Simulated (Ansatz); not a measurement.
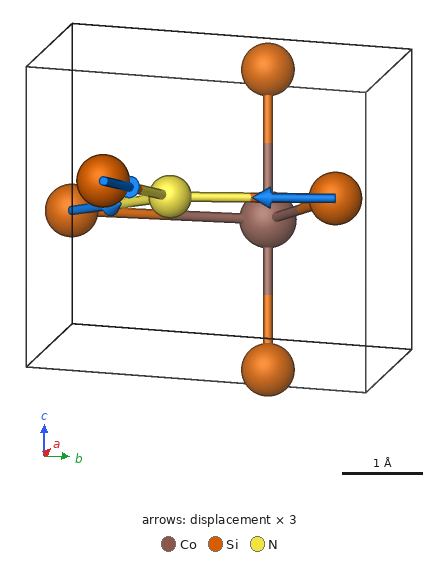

A relaxation of a crystal of CoSi4N (a generated structure, set up in P-6m2) (coarse preliminary run). The starting structure is drawn; blue arrows show the displacements (the part carried along by the change of the cell is left out), 3 times their true length.

Style: ball-and-stick. Shown: the cell of the calculation, from a free direction.

Theory: DFT PBE, scalar-relativistic, plane waves, PAW (Ansatz 0.2.0). Settings: plane-wave cutoff 420 eV; k-point mesh 6 × 6 × 4; occupations gaussian; smearing width 0.1 eV; collinear spin; cell and atoms relaxed; force threshold 0.04 eV/Å; at most 70 steps.

Atoms of which element are displaced furthest, and by how much?

Silicon: up to 0.36 Å, against 0.00 Å for cobalt.

What happened in the run?

The largest moves relative to the cell, 0.36 Å, are those of Si atoms. Co and N stay in place. Cell: a = b 5.283 → 5.268 Å (−0.3 %), c 3.787 → 4.286 Å (+13.2 %). Volume +12.5 %. Near-neighbour distances that change, for instance: Si–Si 3.615 → 2.989 Å, Si–Si 1.668 → 2.279 Å, N–Si 2.087 → 1.726 Å, Co–Si 1.894 → 2.143 Å. Bond angles that change, for instance: Co–Si–Co 156.0° → 171.1°, Co–Si–Si 72.0° → 64.5°, Co–Si–N 78.0° → 85.5°. The space group stays P-6m2 (No. 187). After 7 accepted moves (9 points after the start) the energy has fallen by 16.627 eV per cell of the calculation. The largest force component goes from 40 to 0.0084 eV/Å. Pressure: 60.06 GPa at the start and 0.12 GPa at the end. At 2 points the geometry stayed and the basis and grid were re-selected for the new cell (energy shift of 42.4 meV per cell of the calculation at most each time). The program noted that the starting moments weren't kept.

Limits of the set-up: the k-point mesh is coarse for a cell with partly filled bands.
